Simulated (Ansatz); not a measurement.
## Single-point calculation, with input and output: Si$_{4}$H$_{9}$F

- system: Si$_{4}$H$_{9}$F
- method: RKS BHLYP-D4/def2-TZVPP (Ansatz 0.2.0)

The geometry comes from this level: PBE0-D4/def2-TZVP.

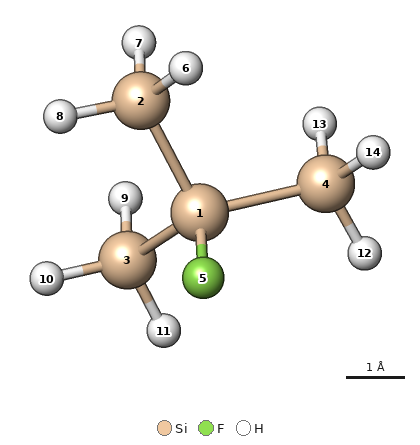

*The structure (ball-and-stick view, seen at a tilt; atoms are numbered from 1 in the order of the input).*

Bond lengths as drawn: F–Si 1.62 Å, H–Si 1.49 Å and Si–Si 2.35 Å.

### The input
```yaml
crystal:
  periodic: [false, false, false]
  atoms:
    - {symbol: Si, position_ang: [-0.472247, -0.093964, -0.130271]}
    - {symbol: Si, position_ang: [-0.297229, -0.345706, 2.194880]}
    - {symbol: Si, position_ang: [1.386709, -1.074767, -1.170726]}
    - {symbol: Si, position_ang: [-2.436272, -1.126987, -0.889118]}
    - {symbol: F, position_ang: [-0.520736, 1.483422, -0.496435]}
    - {symbol: H, position_ang: [-1.469334, 0.250467, 2.889793]}
    - {symbol: H, position_ang: [-0.256163, -1.805712, 2.483425]}
    - {symbol: H, position_ang: [0.947605, 0.283273, 2.711544]}
    - {symbol: H, position_ang: [1.394220, -2.517364, -0.802711]}
    - {symbol: H, position_ang: [2.654205, -0.451459, -0.704736]}
    - {symbol: H, position_ang: [1.299943, -0.955145, -2.650742]}
    - {symbol: H, position_ang: [-2.573511, -1.001946, -2.364798]}
    - {symbol: H, position_ang: [-2.347499, -2.569894, -0.533113]}
    - {symbol: H, position_ang: [-3.637997, -0.542213, -0.236376]}
basis:
  gaussian: {orbitals: def2-TZVPP}
hamiltonian: {xc: {name: BHLYP}, dispersion: d4}
```

Run on 4 CPU threads, shared host.

Command:
```bash
ansatz run in.yaml --threads 4 --pin off --events-out ev --progress --plain --max-ram 66560MiB --backend cuda --devices 0, --max-vram 37GiB
```

### Output
```
Functional definition: BHLYP
  name "BHLYP"
  cite "Becke, J. Chem. Phys. 98, 1372 (1993) doi:10.1063/1.464304"
  cite "Becke, Phys. Rev. A 38, 3098 (1988) doi:10.1103/PhysRevA.38.3098"
  cite "Lee, Yang & Parr, Phys. Rev. B 37, 785 (1988) doi:10.1103/PhysRevB.37.785"
  parameter a = 0.5
  exchange = (1 - a)*b88_x + a*exact_x
  correlation = lyp_c
1946 factors; their error is unknown
mean field evaluation 1: about -34374.6238 eV, gradient 3.1e1 eV
mean field evaluation 2: about -34374.5398 eV, gradient 3.7e1 eV
mean field evaluation 4: about -34376.3385 eV, gradient 8.6e-1 eV
mean field evaluation 8: about -34376.5500 eV, gradient 2.6e-1 eV
mean field evaluation 16: about -34376.5501 eV, gradient 2.0e-5 eV
mean field -34376.55006069 eV, -1263.3149134678 hartree, gradient 2.0e-5 eV, S^2 0.000000; 0 other end points of the search recorded, 0 dependent functions left out
reference -34376.55030256 eV, -1263.3149223564 hartree; 37, 37 occupied and 288, 288 virtual orbitals, 1946 factors
Total energy: -34377.08996121 eV, -1263.3347544459 hartree
```

### Results in brief

- outcome: converged
- total energy: −34377.0900 eV
- mean-field energy: −34376.5503 eV
- dispersion energy: −0.5397 eV
- SCF solution under orbital rotations: stable
- wall time: 2.8 s (CPU time 3.1 s)
- peak memory: 1.1 GiB
